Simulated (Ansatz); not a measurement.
# Fields on a plane of MgSe (rock salt)

```
MgSe
1.0
    0.00000     2.72489     2.72489
    2.72489     0.00000     2.72489
    2.72489     2.72489     0.00000
Se Mg
1 1
Direct
  0.00000   0.00000   0.00000
  0.50000   0.50000   0.50000
```

The slice is a {111} plane (indices of the conventional cell) through the point (0.500, 0.500, 0.500) (fractional), spanned by u = [100] and v = [-1 2 0] in vectors of this cell: u (3.85 Å) and v (6.67 Å, at 90° to u). It covers one period; positions are fractions (u, v).

Atoms on it: Mg at (0.00, 0.00); Mg at (0.50, 0.50).

Computed with PBEsol (plane waves to 420 eV, PAW, scalar-relativistic; Ansatz, a first-principles code). k mesh 10×10×10. Near the nuclei the fields are pseudised (PAW); where an atom keeps semicore shells as valence, they peak there. MgSe was relaxed with its symmetry unable to fall.

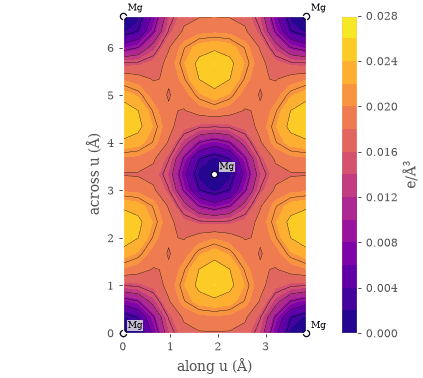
Density of the highest valence band (whole band, smooth part) in e/Å³, one period of the plane, atoms marked. 

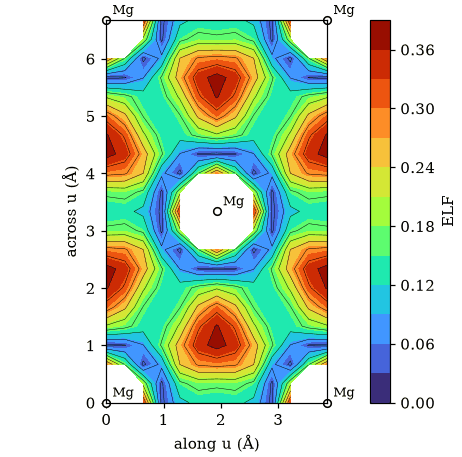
Fig. 1. Electron localisation function (ELF), one period of the plane, atoms marked. Points within 0.5 Å of a nucleus are left white, as the pseudised field means little there.
